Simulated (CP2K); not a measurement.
# IPEA1-xTB run of C2H7B2N (SMILES BC1BNC1)

Aim: the vertical ionisation energy of C2H7B2N at IPEA1-xTB, from 2 runs. 

Program for the calculation: CP2K 2026.2.

4 further runs of the same task are left out: 1 that didn't finish, 3 set aside as unsound or not needed.

## 1. Starting point

The species is C2H7B2N (12 atoms), meant as a singlet with charge 0. SMILES: `BC1BNC1`. The shape is that of a PBE0-D4/def2-TZVP optimisation.

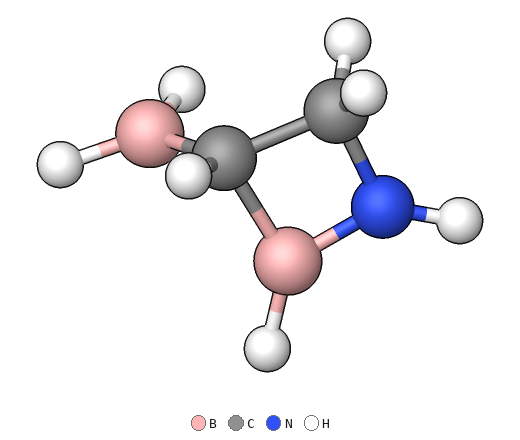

The structure, seen from a chosen angle (boron pink, carbon grey, nitrogen blue, hydrogen white).

## 2. The energy at IPEA1-xTB

Input file qs.inp:

```
&FORCE_EVAL
    METHOD QUICKSTEP
    &DFT
        CHARGE 0
        MULTIPLICITY 1
        &QS
            METHOD XTB
            EPS_DEFAULT 1.0E-10
            &XTB
                GFN_TYPE TBLITE
                &TBLITE
                    METHOD IPEA1
                &END TBLITE
                CHECK_ATOMIC_CHARGES F
            &END XTB
        &END QS
        &POISSON
            PERIODIC NONE
            POISSON_SOLVER ANALYTIC
        &END POISSON
        &SCF
            SCF_GUESS ATOMIC
            EPS_SCF 1.0E-06
            MAX_SCF 150
            ADDED_MOS 8
            &DIAGONALIZATION
                ALGORITHM STANDARD
            &END DIAGONALIZATION
            &MIXING
                METHOD DIRECT_P_MIXING
                ALPHA 0.4
            &END MIXING
            &SMEAR ON
                METHOD FERMI_DIRAC
                ELECTRONIC_TEMPERATURE [K] 300
            &END SMEAR
        &END SCF
        &PRINT
            &MOMENTS
                PERIODIC F
                REFERENCE COM
                MAX_MOMENT 1
            &END MOMENTS
            &MO ON
                ENERGIES T
                OCCUPATION_NUMBERS T
                NDIGITS 6
                &EACH
                    QS_SCF 0
                &END EACH
                ADD_LAST NUMERIC
            &END MO
            &HIRSHFELD OFF
            &END HIRSHFELD
        &END PRINT
    &END DFT
    &SUBSYS
        &CELL
            ABC [angstrom] 14.4 13.2 13.8
            PERIODIC NONE
        &END CELL
        &COORD
            UNIT bohr
            B     -2.3224734    -1.7071786     1.5253869
            C     -1.3078795     0.5706973     0.1230212
            B      1.4326014     0.9839804     1.5132927
            N      2.6815214     0.6032006    -0.7560794
            C      0.3866380     0.2435857    -2.2294989
            H     -1.5416386    -3.7864442     1.0521995
            H     -3.7701926    -1.4522545     3.2480613
            H     -2.4305657     2.3005526     0.1861380
            H      2.1898146     1.4462074     3.5823538
            H      4.4714700     0.5937519    -1.3972635
            H      0.0954312     1.7137926    -3.6539744
            H      0.2609712    -1.6143930    -3.1291975
        &END COORD
        &TOPOLOGY
            &CENTER_COORDINATES
            &END CENTER_COORDINATES
        &END TOPOLOGY
    &END SUBSYS
&END FORCE_EVAL

&GLOBAL
    PROJECT_NAME qs
    RUN_TYPE ENERGY
    PRINT_LEVEL MEDIUM
&END GLOBAL
```

Run with:

```console
$ OMP_NUM_THREADS=1 cp2k.psmp qs.inp > qs.out
```

Output, shortened:

```text
CP2K| version string:                                       CP2K version 2026.2
[...]
 GLOBAL| Method name                                                        CP2K
[...]
 GLOBAL| Run type                                                         ENERGY
[...]
                             - Atoms:                                         12
[...]
                             - Spherical basis functions:                     39
[...]
 Number of electrons:                                                         26
[...]
  *** SCF run converged in    15 steps ***
[...]
  Fermi energy:                                                -0.31486416837680
[...]
 TB_DIPOLE| Moment [Debye]          1.57675730       1.10125459      -2.13612519
 TB_DIPOLE| Derivative [a.u.]       0.00000000       0.00000000       0.00000000
[...]
 ENERGY| Total FORCE_EVAL ( QS ) energy [hartree]            -15.768482585847764
[...]
```

It took 0.44 s on 1 thread of Arm Neoverse N1, shared host; peak memory 0.14 GiB.

## 3. The doublet cation, same level

Input file job.inp:

```
&GLOBAL
    PROJECT job
    RUN_TYPE ENERGY
    PRINT_LEVEL MEDIUM
&END GLOBAL

&FORCE_EVAL
    METHOD Quickstep
    &DFT
        CHARGE 1
        MULTIPLICITY 2
        SPIN_POLARIZED T
        ! Quickstep
        &QS
            METHOD XTB
            EPS_DEFAULT 1.0E-10
            &XTB
                GFN_TYPE TBLITE
                &TBLITE
                    METHOD IPEA1
                &END TBLITE
                CHECK_ATOMIC_CHARGES F
            &END XTB
        &END QS
        &POISSON
            PERIODIC NONE
            POISSON_SOLVER ANALYTIC
        &END POISSON
        ! self-consistent field
        &SCF
            SCF_GUESS ATOMIC
            EPS_SCF 1.0E-06
            MAX_SCF 150
            ADDED_MOS 8
            &DIAGONALIZATION
                ALGORITHM STANDARD
            &END DIAGONALIZATION
            &MIXING
                METHOD DIRECT_P_MIXING
                ALPHA 0.4
            &END MIXING
            &SMEAR ON
                METHOD FERMI_DIRAC
                ELECTRONIC_TEMPERATURE [K] 300
            &END SMEAR
        &END SCF
        &PRINT
            &MOMENTS
                PERIODIC F
                REFERENCE COM
                MAX_MOMENT 1
            &END MOMENTS
            &MO ON
                ENERGIES T
                OCCUPATION_NUMBERS T
                NDIGITS 6
                &EACH
                    QS_SCF 0
                &END EACH
                ADD_LAST NUMERIC
            &END MO
            &HIRSHFELD OFF
            &END HIRSHFELD
        &END PRINT
    &END DFT
    ! atoms, cell and kinds
    &SUBSYS
        &CELL
            ABC [angstrom] 14.4 13.2 13.8
            PERIODIC NONE
        &END CELL
        &COORD
            UNIT bohr
            B     -2.3224734    -1.7071786     1.5253869
            C     -1.3078795     0.5706973     0.1230212
            B      1.4326014     0.9839804     1.5132927
            N      2.6815214     0.6032006    -0.7560794
            C      0.3866380     0.2435857    -2.2294989
            H     -1.5416386    -3.7864442     1.0521995
            H     -3.7701926    -1.4522545     3.2480613
            H     -2.4305657     2.3005526     0.1861380
            H      2.1898146     1.4462074     3.5823538
            H      4.4714700     0.5937519    -1.3972635
            H      0.0954312     1.7137926    -3.6539744
            H      0.2609712    -1.6143930    -3.1291975
        &END COORD
        &TOPOLOGY
            &CENTER_COORDINATES
            &END CENTER_COORDINATES
        &END TOPOLOGY
    &END SUBSYS
&END FORCE_EVAL
```

Run with:

```console
$ OMP_NUM_THREADS=1 cp2k.psmp -i job.inp > job.out 2>&1
```

Output, shortened:

```text
CP2K| version string:                                       CP2K version 2026.2
[...]
 GLOBAL| Method name                                                        CP2K
[...]
 GLOBAL| Run type                                                         ENERGY
[...]
                             - Atoms:                                         12
[...]
                             - Spherical basis functions:                     39
[...]
 Number of electrons:                                                         13
[...]
  *** SCF run converged in    22 steps ***
[...]
  Fermi energy:                                                -0.65899259168675
[...]
 TB_DIPOLE| Moment [Debye]          0.90583527       0.62275032      -1.21287511
 TB_DIPOLE| Derivative [a.u.]       0.00000000       0.00000000       0.00000000
[...]
 ENERGY| Total FORCE_EVAL ( QS ) energy [hartree]            -15.202404935225029
[...]
```

It took 0.53 s on 1 thread of Arm Neoverse N1, shared host; peak memory 0.14 GiB.

## 4. Summary of results

At IPEA1-xTB:

```
                                                  quantity         value
                             singlet C2H7B2N: total energy  -15.76848 Eh
singlet C2H7B2N: dipole moment (from atomic charges alone)        2.87 D
                              singlet C2H7B2N: HOMO energy     -12.88 eV
                              singlet C2H7B2N: LUMO energy      -7.67 eV
                            singlet C2H7B2N: HOMO–LUMO gap       5.20 eV
                              doublet cation: total energy  -15.20240 Eh
        doublet cation: HOMO energy (highest over α and β)     -17.98 eV
         doublet cation: LUMO energy (lowest over α and β)     -17.88 eV
        vertical ionisation energy (to the doublet cation)     15.404 eV
```

What this shows: Removing an electron at fixed nuclei costs 15.40 eV (355 kcal/mol). xTB total energies overstate such differences by several eV unless an empirical shift is taken off; none is applied here. The dipole (singlet C2H7B2N) comes from point charges on the atoms alone, without atomic dipoles, so it is partial.
